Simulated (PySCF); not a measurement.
**V(NH)(OH)3 (H4NO3V): what the electrons do**

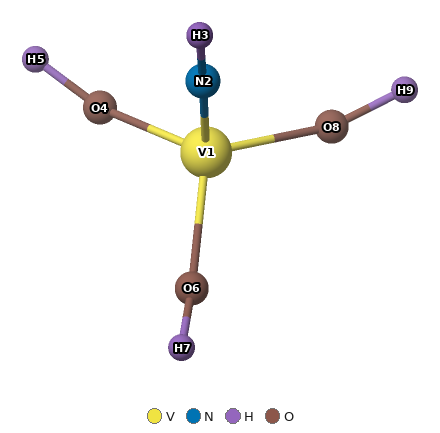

The molecule, with its atoms numbered as below. No frequency check shows the geometry to be a minimum.

Cartesian coordinates (Å):

```
V1      -0.0042    0.0006   -0.0213
N2       0.0681   -0.0002    1.5733
H3       0.1003    0.0024    2.5877
O4      -1.3287    0.8827   -0.4658
H5      -2.0996    1.4071   -0.2488
O6      -0.1278   -1.5774   -0.5031
H7      -0.1871   -2.5128   -0.3083
O8       1.4012    0.6931   -0.5520
H9       2.2497    1.1042   -0.3863
```

### 1. Bonding charge

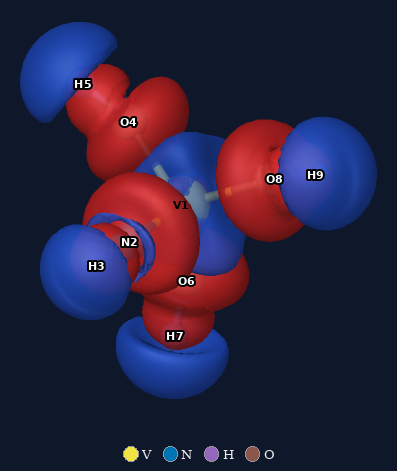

Deformation density (molecule less spherical, spin-averaged free atoms at the same positions), surfaces at ±0.04 e/Å³; red: gain, blue: loss.

Level of theory: PBE0/def2-SVPD (PySCF), at a geometry from GFN2-xTB. This is a single-reference result, which may miss multireference character in this system.

Q: How much density has each bond gained at its critical point, relative to the free atoms?

A: O4–H5, O6–H7 and O8–H9: +0.80 e/Å³ at the bond critical point (bond length 0.96 Å). N2–H3: +0.78 e/Å³ at the bond critical point (bond length 1.01 Å). V1–N2: +0.22 e/Å³ at the bond critical point (bond length 1.60 Å). V1–O4, V1–O8 and V1–O6: +0.09 e/Å³ at the bond critical point (bond length 1.65 Å); up to 0.6 Å beside the axis the gain reaches +0.30 e/Å³. In all, 2.3 electrons gather in the regions of gain relative to the promolecule. A small or negative value marks a very polar bond, one between electron-rich atoms, whose free-atom densities already overlap strongly, a long bond to a heavier atom, or a closed-shell contact such as a hydrogen bond.

### 2. Bond critical points

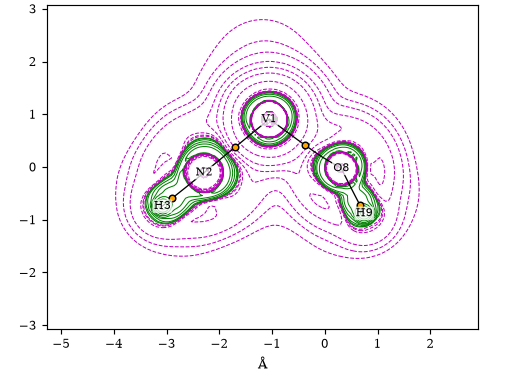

Negative Laplacian of the density (−∇²ρ) in the plane of V1, N2, H3, O8 and H9 (solid green lines positive, dashed magenta lines negative, contours at ±0.02 to ±8 a.u.), with bond paths and bond critical points (dots).

Q: Sort the bonds in the plane by the sign of ∇²ρ at their critical points.

A: Concentrated (∇²ρ < 0): O8–H9 (−2.31 a.u.); N2–H3 (−1.52 a.u.). Depleted (∇²ρ > 0): V1–N2 (+0.84 a.u., H = −0.194); V1–O8 (+1.05 a.u., H = −0.107). A positive Laplacian with negative H is typical of metal–ligand bonds.

Q: Where along O8–H9 does the critical point lie?

A: 0.77 Å from O8 and 0.18 Å from H9.

### 3. Local ionisation energy

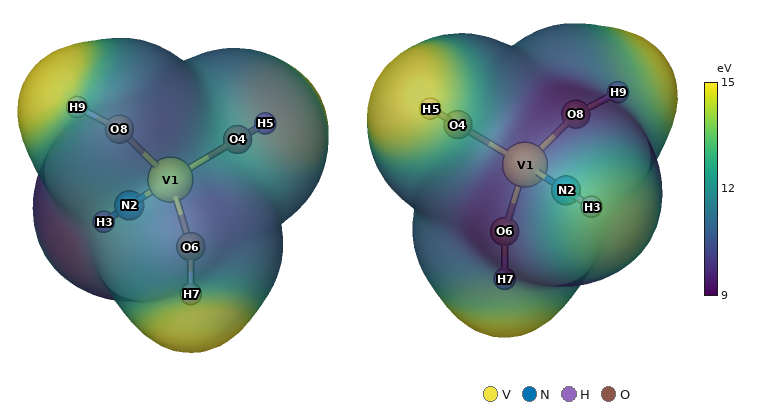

Average local ionisation energy on the surface of electron density 0.001 a.u. (back view left, front view right).

Q: Locate the minima of the map.

A: The lowest value is 9.1 eV, 2.0 Å from N2. Further minima include 10.4 eV, 1.8 Å from O8, and at like points elsewhere. For comparison, the highest occupied orbital lies at −7.5 eV.

Q: What volume does the surface enclose, and what is the dipole moment?

A: About 100 Å³; the dipole moment is 1.5 D.

The PySCF run shown took 21 s on 1 thread of Intel(R) Xeon(R) Processor @ 2.70GHz, on a shared host.
